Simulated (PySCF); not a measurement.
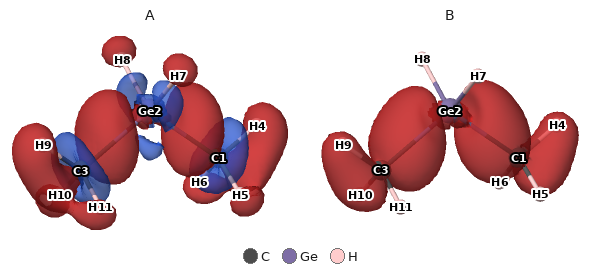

C2H8Ge, SMILES `C[GeH2]C`. The Fukui function f⁻ from two separate SCF calculations and the density of the HOMO, at ±0.03 e/Å³ (red positive, blue negative).

Level of theory: ωB97X/def2-TZVP (PySCF), at a geometry from GFN2-xTB. No frequency check shows the geometry to be a minimum. GFN2-xTB bond lengths at metals and heavier atoms can be off by up to 0.1 Å and shapes distorted, which carries into these values.

Input

```python
import numpy as np
from pyscf import gto, scf, dft
from pyscf.scf import atom_ks, atom_hf
from scipy.linalg import block_diag

def solve(mol, dm0=None, hcore=None):
    mf = (dft.UKS if mol.spin else dft.RKS)(mol, xc='wb97x')
    mf.grids.level = 3
    mf = mf.density_fit(auxbasis='def2-universal-jkfit')
    mf.conv_tol, mf.max_cycle = 1e-8, 80
    if hcore is not None:
        mf.get_hcore = lambda *args: hcore
    mf.kernel(dm0)
    if not mf.converged:
        mf = mf.newton().run(mf.mo_coeff, mf.mo_occ, max_cycle=30)
    assert mf.converged, 'SCF not converged'
    return mf

mol = gto.M(atom='''
C     -1.62336    -0.73664     0.00018
Ge     0.00000     0.37582     0.00000
C      1.62335    -0.73664    -0.00018
H     -2.52271    -0.12753    -0.00085
H     -1.64791    -1.37512    -0.87936
H     -1.64772    -1.37510     0.87973
H     -0.00004     1.28453    -1.20034
H      0.00004     1.28453     1.20035
H      2.52271    -0.12754     0.00085
H      1.64789    -1.37513     0.87937
H      1.64768    -1.37515    -0.87973
''', basis='def2-tzvp', charge=0, spin=0, verbose=4)
mf = solve(mol)
out = dict(e0=mf.e_tot, dm0=mf.make_rdm1(), c=mf.mo_coeff, occ=mf.mo_occ, eps=mf.mo_energy)
for name, dq, spin in [('cation', 1, 1)]:
    ion = mol.copy().set(charge=mol.charge + dq, spin=spin).build()
    mi = solve(ion)
    if spin and dq > 0 and mol.nao < 130:
        c, _, stable, _ = mi.stability(return_status=True)
        if not stable:
            mi = solve(ion, mi.make_rdm1(c, mi.mo_occ))
    print(name, 'vertical energy change / eV', (mi.e_tot - mf.e_tot) * 27.211386)
    out.update({'e_' + name: mi.e_tot, 'dm_' + name: mi.make_rdm1(), 's2_' + name: mi.spin_square()[0], 'eps_' + name: mi.mo_energy, 'occ_' + name: mi.mo_occ})
# spherically averaged free atoms, for the promolecule
atm = atom_ks.get_atm_nrks(mol, xc='wb97x')
pro = block_diag(*[(atm[a[0]][2] * atm[a[0]][3]) @ atm[a[0]][2].T for a in mol._atom])
np.savez('result.npz', pro=pro, **out)
```

Run with:

```sh
OMP_NUM_THREADS=1 python input.py
```

The run took 70 s on 1 thread of Arm Neoverse V1, with other jobs on the host, peak memory 0.73 GiB.

Partitions, critical points and surface values were worked out afterwards from this run's density.

> Which panel is which, and how good is the frozen-orbital picture?

A is f⁻ (it has negative regions), B the HOMO density. The HOMO lies on Ge2 (27 %) and C1 and C3 (26 % each); f⁻ (Hirshfeld-condensed) is largest on Ge2 (0.18) and C1 and C3 (0.15 each); the vertical ionisation energy is 10.78 eV (the stability of the cation's solution wasn't checked). Relaxation shifts 32 % of the electron between atoms. The orbital energy is −10.90 eV.
